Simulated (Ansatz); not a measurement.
## Run report: CH$_{7}$B$_{2}$FOSi, geometry relaxation (part 1 of 2)

CH$_{7}$B$_{2}$FOSi, SMILES BBO[SiH](C)F, computed with RKS PBE-D4/def2-SVP (Ansatz 0.2.0).

The geometry: force-field start. Figures and captions count atoms from 1; the log counts them from 0 in places.

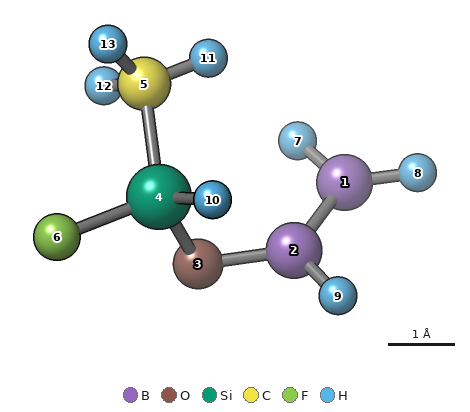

*The starting structure (ball-and-stick view, seen at a tilt; atoms are numbered from 1 in the order of the input).*

**Input file**
```yaml
crystal:
  periodic: [false, false, false]
  atoms:
    - {symbol: B, position_ang: [0.073100, -2.335900, -0.200000]}
    - {symbol: B, position_ang: [0.078400, -1.280800, 1.101700]}
    - {symbol: O, position_ang: [-0.904900, -0.173000, 1.218300]}
    - {symbol: Si, position_ang: [0.008200, 1.253700, 0.668500]}
    - {symbol: C, position_ang: [-0.139900, 1.322100, -1.211100]}
    - {symbol: F, position_ang: [-0.838900, 2.614900, 1.308500]}
    - {symbol: H, position_ang: [-0.719300, -2.082000, -1.078800]}
    - {symbol: H, position_ang: [0.802300, -3.192200, -0.289100]}
    - {symbol: H, position_ang: [0.827900, -1.504700, 2.032000]}
    - {symbol: H, position_ang: [1.343600, 1.266000, 1.131500]}
    - {symbol: H, position_ang: [0.411300, 0.479700, -1.608600]}
    - {symbol: H, position_ang: [-1.180900, 1.288000, -1.505700]}
    - {symbol: H, position_ang: [0.259600, 2.309600, -1.552400]}
basis:
  gaussian: {orbitals: def2-SVP}
hamiltonian: {xc: pbe, dispersion: d4}
relax: {f_tol: 0.03, max_steps: 200}
```

Run on 4 threads of AMD EPYC, 23 GiB of memory available, shared host.

Run as:
```bash
ansatz run in.yaml --threads 4 --pin off --events-out ev --progress --plain --max-ram 10444MiB
```

**The program's output**
```
Functional definition: PBE
  name "PBE"
  cite "Perdew, Burke & Ernzerhof, Phys. Rev. Lett. 77, 3865 (1996) doi:10.1103/PhysRevLett.77.3865"
  parent pbe
  parameter kappa = 0.804
  parameter beta = 0.06672455060314922
  exchange = pbe_x(kappa = kappa, mu = beta*pi^2/3)
  correlation = pbe_c(beta = beta)
1359 factors; their error is unknown
mean field evaluation 1: about -15113.9036 eV, gradient 7.2e1 eV
mean field evaluation 2: about -15058.5795 eV, gradient 1.6e2 eV
mean field evaluation 4: about -15125.1049 eV, gradient 9.1e0 eV
mean field evaluation 8: about -15125.3773 eV, gradient 1.1e-1 eV
mean field evaluation 16: about -15125.3067 eV, gradient 9.7e-4 eV
mean field -15125.30670840 eV, -555.8447692325 hartree, gradient 5.4e-5 eV, S^2 0.000000; 0 other end points of the search recorded, 0 dependent functions left out
the calculation of the forces begins
reference -15125.30674973 eV, -555.8447707513 hartree; 27, 27 occupied and 96, 96 virtual orbitals, 1359 factors
relax step   1: F+E_penalty+E_count = -15125.57293003 eV  Δ(F+E_penalty+E_count) = +0.000e0 eV  max|allowed force component| = 4.370e0 eV/Å  Δτ_max = 0.0000 Å  (29 SCF iters, accepted)
these checks for a lower state are left out or cut short: starts, cluster_reference, orbital_swaps, neighbouring_geometries, increment
1359 factors; their error is unknown
mean field -15125.90060248 eV, -555.8665944376 hartree, gradient 2.3e-5 eV, S^2 0.000000; 0 other end points of the search recorded, 0 dependent functions left out
[... from here on the field's lines of each further geometry are left out, up to the last ...]
relax step   2: F+E_penalty+E_count = -15126.16475840 eV  Δ(F+E_penalty+E_count) = -5.918e-1 eV  max|allowed force component| = 2.165e0 eV/Å  Δτ_max = 0.1575 Å  (35 SCF iters, accepted)
relax step   3: F+E_penalty+E_count = -15126.45951706 eV  Δ(F+E_penalty+E_count) = -2.948e-1 eV  max|allowed force component| = 1.038e0 eV/Å  Δτ_max = 0.1633 Å  (30 SCF iters, accepted)
relax step   4: F+E_penalty+E_count = -15126.60581230 eV  Δ(F+E_penalty+E_count) = -1.463e-1 eV  max|allowed force component| = 5.023e-1 eV/Å  Δτ_max = 0.2000 Å  (34 SCF iters, accepted)
relax step   5: F+E_penalty+E_count = -15126.69998985 eV  Δ(F+E_penalty+E_count) = -9.418e-2 eV  max|allowed force component| = 3.526e-1 eV/Å  Δτ_max = 0.1947 Å  (29 SCF iters, accepted)
relax step   6: F+E_penalty+E_count = -15126.79315890 eV  Δ(F+E_penalty+E_count) = -9.317e-2 eV  max|allowed force component| = 2.788e-1 eV/Å  Δτ_max = 0.1949 Å  (29 SCF iters, accepted)
relax step   7: F+E_penalty+E_count = -15126.87673854 eV  Δ(F+E_penalty+E_count) = -8.358e-2 eV  max|allowed force component| = 3.107e-1 eV/Å  Δτ_max = 0.1939 Å  (29 SCF iters, accepted)
relax step   8: F+E_penalty+E_count = -15126.95502230 eV  Δ(F+E_penalty+E_count) = -7.828e-2 eV  max|allowed force component| = 2.428e-1 eV/Å  Δτ_max = 0.1940 Å  (29 SCF iters, accepted)
relax step   9: F+E_penalty+E_count = -15127.02380446 eV  Δ(F+E_penalty+E_count) = -6.878e-2 eV  max|allowed force component| = 1.496e-1 eV/Å  Δτ_max = 0.2000 Å  (28 SCF iters, accepted)
relax step  10: F+E_penalty+E_count = -15127.05645072 eV  Δ(F+E_penalty+E_count) = -3.265e-2 eV  max|allowed force component| = 3.101e-1 eV/Å  Δτ_max = 0.1950 Å  (28 SCF iters, accepted)
relax step  11: F+E_penalty+E_count = -15127.04370683 eV  Δ(F+E_penalty+E_count) = +1.274e-2 eV  max|allowed force component| = 6.451e-1 eV/Å  Δτ_max = 0.1986 Å  (29 SCF iters, rejected (line search))
relax step  12: F+E_penalty+E_count = -15127.07835902 eV  Δ(F+E_penalty+E_count) = -2.191e-2 eV  max|allowed force component| = 1.599e-1 eV/Å  Δτ_max = 0.0993 Å  (30 SCF iters, accepted)
relax step  13: F+E_penalty+E_count = -15127.09337327 eV  Δ(F+E_penalty+E_count) = -1.501e-2 eV  max|allowed force component| = 1.070e-1 eV/Å  Δτ_max = 0.0977 Å  (30 SCF iters, accepted)
relax step  14: F+E_penalty+E_count = -15127.11030537 eV  Δ(F+E_penalty+E_count) = -1.693e-2 eV  max|allowed force component| = 1.707e-1 eV/Å  Δτ_max = 0.1463 Å  (29 SCF iters, accepted)
relax step  15: F+E_penalty+E_count = -15127.12040638 eV  Δ(F+E_penalty+E_count) = -1.010e-2 eV  max|allowed force component| = 4.075e-1 eV/Å  Δτ_max = 0.1937 Å  (29 SCF iters, accepted)
relax step  16: F+E_penalty+E_count = -15127.13200749 eV  Δ(F+E_penalty+E_count) = -1.160e-2 eV  max|allowed force component| = 3.676e-1 eV/Å  Δτ_max = 0.0455 Å  (29 SCF iters, accepted)
relax step  17: F+E_penalty+E_count = -15127.16768655 eV  Δ(F+E_penalty+E_count) = -3.568e-2 eV  max|allowed force component| = 2.018e-1 eV/Å  Δτ_max = 0.1999 Å  (29 SCF iters, accepted)
relax step  18: F+E_penalty+E_count = -15127.18026372 eV  Δ(F+E_penalty+E_count) = -1.258e-2 eV  max|allowed force component| = 2.679e-1 eV/Å  Δτ_max = 0.1770 Å  (29 SCF iters, accepted)
relax step  19: F+E_penalty+E_count = -15127.18662284 eV  Δ(F+E_penalty+E_count) = -6.359e-3 eV  max|allowed force component| = 2.026e-1 eV/Å  Δτ_max = 0.0280 Å  (30 SCF iters, accepted)
relax step  20: F+E_penalty+E_count = -15127.19161444 eV  Δ(F+E_penalty+E_count) = -4.992e-3 eV  max|allowed force component| = 1.066e-1 eV/Å  Δτ_max = 0.0583 Å  (31 SCF iters, accepted)
relax step  21: F+E_penalty+E_count = -15127.19387286 eV  Δ(F+E_penalty+E_count) = -2.258e-3 eV  max|allowed force component| = 7.981e-2 eV/Å  Δτ_max = 0.0481 Å  (30 SCF iters, accepted)
relax step  22: F+E_penalty+E_count = -15127.19242963 eV  Δ(F+E_penalty+E_count) = +1.443e-3 eV  max|allowed force component| = 2.223e-1 eV/Å  Δτ_max = 0.0414 Å  (29 SCF iters, rejected (line search))
relax step  23: F+E_penalty+E_count = -15127.19515551 eV  Δ(F+E_penalty+E_count) = -1.283e-3 eV  max|allowed force component| = 4.108e-2 eV/Å  Δτ_max = 0.0207 Å  (30 SCF iters, accepted)
relax step  24: F+E_penalty+E_count = -15127.19572976 eV  Δ(F+E_penalty+E_count) = -5.742e-4 eV  max|allowed force component| = 4.102e-2 eV/Å  Δτ_max = 0.0336 Å  (30 SCF iters, accepted)
relax step  25: F+E_penalty+E_count = -15127.19593484 eV  Δ(F+E_penalty+E_count) = -2.051e-4 eV  max|allowed force component| = 3.193e-2 eV/Å  Δτ_max = 0.0162 Å  (30 SCF iters, accepted)
relax step  26: F+E_penalty+E_count = -15127.19644883 eV  Δ(F+E_penalty+E_count) = -5.140e-4 eV  max|allowed force component| = 3.034e-2 eV/Å  Δτ_max = 0.0436 Å  (29 SCF iters, accepted)
relax step  27: F+E_penalty+E_count = -15127.19701735 eV  Δ(F+E_penalty+E_count) = -5.685e-4 eV  max|allowed force component| = 5.310e-2 eV/Å  Δτ_max = 0.0515 Å  (29 SCF iters, accepted)
relax step  28: F+E_penalty+E_count = -15127.19769381 eV  Δ(F+E_penalty+E_count) = -6.765e-4 eV  max|allowed force component| = 1.083e-1 eV/Å  Δτ_max = 0.0634 Å  (29 SCF iters, accepted)
relax step  29: F+E_penalty+E_count = -15127.19545532 eV  Δ(F+E_penalty+E_count) = +2.238e-3 eV  max|allowed force component| = 2.084e-1 eV/Å  Δτ_max = 0.0890 Å  (28 SCF iters, rejected (line search))
relax step  30: F+E_penalty+E_count = -15127.20015034 eV  Δ(F+E_penalty+E_count) = -2.457e-3 eV  max|allowed force component| = 5.397e-2 eV/Å  Δτ_max = 0.0444 Å  (29 SCF iters, accepted)
relax step  31: F+E_penalty+E_count = -15127.20234332 eV  Δ(F+E_penalty+E_count) = -2.193e-3 eV  max|allowed force component| = 9.582e-2 eV/Å  Δτ_max = 0.0976 Å  (30 SCF iters, accepted)
relax step  32: F+E_penalty+E_count = -15127.20338826 eV  Δ(F+E_penalty+E_count) = -1.045e-3 eV  max|allowed force component| = 1.168e-1 eV/Å  Δτ_max = 0.0784 Å  (29 SCF iters, accepted)
relax step  33: F+E_penalty+E_count = -15127.20415035 eV  Δ(F+E_penalty+E_count) = -7.621e-4 eV  max|allowed force component| = 1.556e-1 eV/Å  Δτ_max = 0.0704 Å  (29 SCF iters, accepted)
relax step  34: F+E_penalty+E_count = -15127.20565135 eV  Δ(F+E_penalty+E_count) = -1.501e-3 eV  max|allowed force component| = 1.318e-1 eV/Å  Δτ_max = 0.0251 Å  (30 SCF iters, accepted)
relax step  35: F+E_penalty+E_count = -15127.20844797 eV  Δ(F+E_penalty+E_count) = -2.797e-3 eV  max|allowed force component| = 3.784e-2 eV/Å  Δτ_max = 0.0662 Å  (29 SCF iters, accepted)
relax step  36: F+E_penalty+E_count = -15127.20962235 eV  Δ(F+E_penalty+E_count) = -1.174e-3 eV  max|allowed force component| = 7.908e-2 eV/Å  Δτ_max = 0.0507 Å  (29 SCF iters, accepted)
relax step  37: F+E_penalty+E_count = -15127.20791912 eV  Δ(F+E_penalty+E_count) = +1.703e-3 eV  max|allowed force component| = 3.017e-1 eV/Å  Δτ_max = 0.1969 Å  (29 SCF iters, rejected (line search))
relax step  38: F+E_penalty+E_count = -15127.20680295 eV  Δ(F+E_penalty+E_count) = +2.819e-3 eV  max|allowed force component| = 1.836e-1 eV/Å  Δτ_max = 0.0175 Å  (30 SCF iters, rejected (line search))
relax step  39: F+E_penalty+E_count = -15127.20997408 eV  Δ(F+E_penalty+E_count) = -3.517e-4 eV  max|allowed force component| = 2.823e-2 eV/Å  Δτ_max = 0.0085 Å  (31 SCF iters, accepted)
relax step  40: F+E_penalty+E_count = -15127.21104046 eV  Δ(F+E_penalty+E_count) = -1.066e-3 eV  max|allowed force component| = 1.242e-1 eV/Å  Δτ_max = 0.0975 Å  (29 SCF iters, accepted)
relax step  41: F+E_penalty+E_count = -15127.20012359 eV  Δ(F+E_penalty+E_count) = +1.092e-2 eV  max|allowed force component| = 3.308e-1 eV/Å  Δτ_max = 0.1428 Å  (29 SCF iters, rejected (line search))
relax step  42: F+E_penalty+E_count = -15127.21152717 eV  Δ(F+E_penalty+E_count) = -4.867e-4 eV  max|allowed force component| = 5.335e-2 eV/Å  Δτ_max = 0.0714 Å  (29 SCF iters, accepted)
relax step  43: F+E_penalty+E_count = -15127.21289318 eV  Δ(F+E_penalty+E_count) = -1.366e-3 eV  max|allowed force component| = 4.738e-2 eV/Å  Δτ_max = 0.0750 Å  (29 SCF iters, accepted)
relax step  44: F+E_penalty+E_count = -15127.21350726 eV  Δ(F+E_penalty+E_count) = -6.141e-4 eV  max|allowed force component| = 2.470e-2 eV/Å  Δτ_max = 0.0370 Å  (28 SCF iters, accepted)
relax step  45: F+E_penalty+E_count = -15127.21375696 eV  Δ(F+E_penalty+E_count) = -2.497e-4 eV  max|allowed force component| = 6.465e-2 eV/Å  Δτ_max = 0.0495 Å  (29 SCF iters, accepted)
relax step  46: F+E_penalty+E_count = -15127.21392081 eV  Δ(F+E_penalty+E_count) = -1.639e-4 eV  max|allowed force component| = 4.486e-2 eV/Å  Δτ_max = 0.0055 Å  (24 SCF iters, accepted)
relax step  47: F+E_penalty+E_count = -15127.21379962 eV  Δ(F+E_penalty+E_count) = +1.212e-4 eV  max|allowed force component| = 5.722e-2 eV/Å  Δτ_max = 0.0226 Å  (29 SCF iters, rejected (line search))
relax step  48: F+E_penalty+E_count = -15127.21402579 eV  Δ(F+E_penalty+E_count) = -1.050e-4 eV  max|allowed force component| = 2.386e-2 eV/Å  Δτ_max = 0.0109 Å  (24 SCF iters, accepted)
the calculation of the forces begins
reference -15126.96774972 eV, -555.9058113754 hartree; 27, 27 occupied and 96, 96 virtual orbitals, 1359 factors
relax step  49: F+E_penalty+E_count = -15127.21418172 eV  Δ(F+E_penalty+E_count) = -1.559e-4 eV  max|allowed force component| = 1.854e-2 eV/Å  Δτ_max = 0.0323 Å  (29 SCF iters, accepted)
```

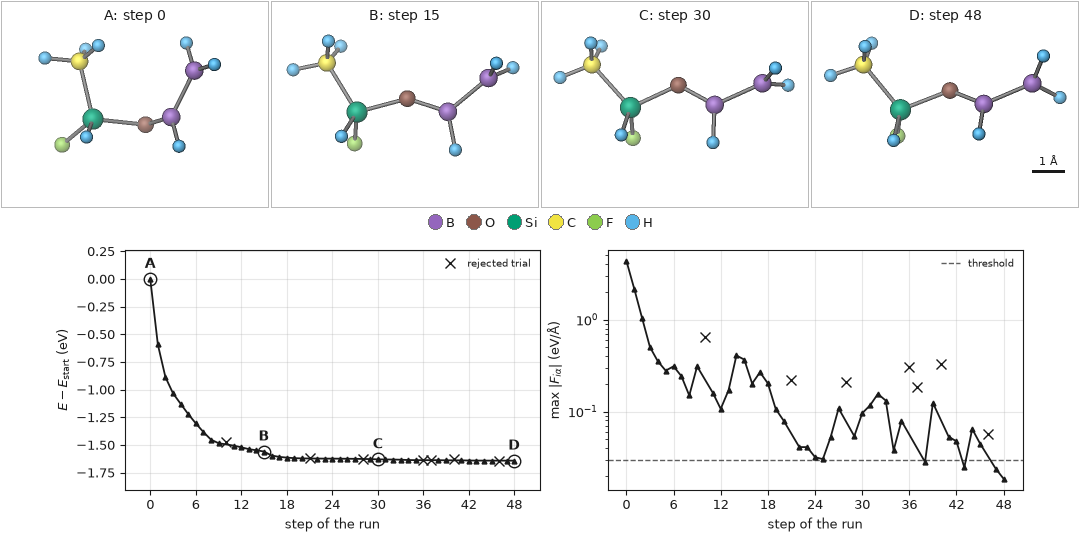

*Frames of the relaxation (ball-and-stick view, seen at a tilt) above the curves, on which the letters mark them (the first geometry is step 0 here and step 1 in the log).*
